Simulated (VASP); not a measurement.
Band structure of Cr₃Ge (space group Pm-3n). All values below come from r2SCAN meta-GGA, VASP's PBE PAW potentials (set 64) (plane waves; VASP 6.6.1).

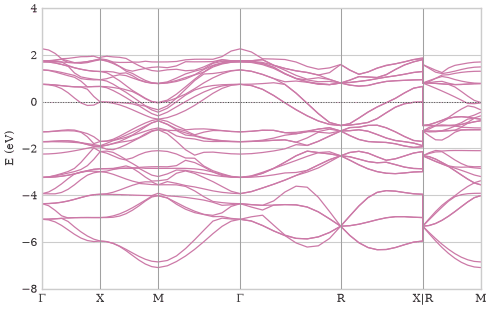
Figure. Bands along high-symmetry lines, zero at the valence-band maximum or, without a gap, the Fermi level

Q: Read the plot: is there a gap, and where are the band edges?

A: It has no gap at this level: it comes out as a metal or semimetal.

The structure comes from a computed database's Cr3Ge entry (Pm-3n); how it stands against other phases isn't given here. It was relaxed first. The run is not spin-polarised, so no magnetic state was tried.
